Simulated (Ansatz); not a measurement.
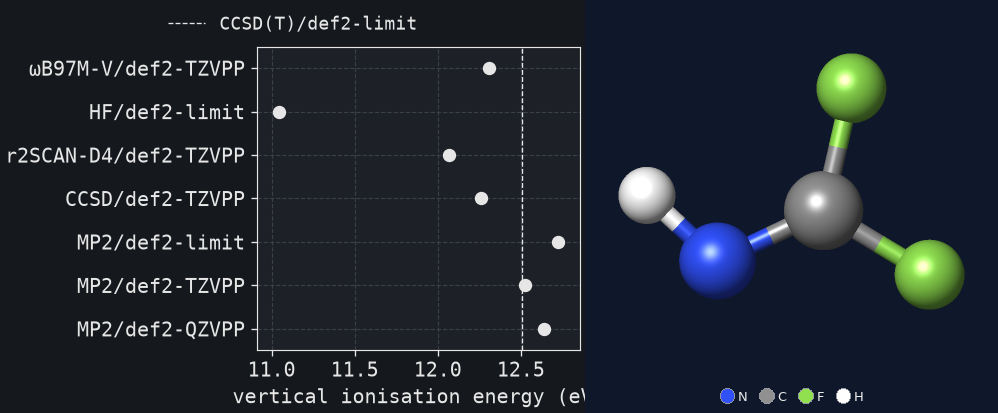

Vertical ionisation energy of CHF₂N, SMILES N=C(F)F, taken as the energy of the cation less that of the neutral at fixed geometry (unrestricted doublet cation, cores frozen in correlated methods, no spin-orbit coupling), the Ansatz code 0.2.0, at a PBE0-D4/def2-TZVP geometry (a minimum by its frequencies). Limit means an estimate of the basis limit from triple and quadruple zeta; for coupled cluster it is either extrapolated directly or built as the MP2 limit plus the step from MP2 in triple zeta. The distance of CCSD/def2-TZVPP, MP2/def2-TZVPP and MP2/def2-QZVPP to the limit includes basis error.

> Which level comes closest to the line (CCSD(T)/def2-limit), and which misses most?

Closest MP2/def2-TZVPP (12.52 eV), against 12.51 eV; farthest HF/def2-limit (11.04 eV).

> What range do the values span, the line included?

From 11.04 eV (HF/def2-limit) to 12.72 eV (MP2/def2-limit).
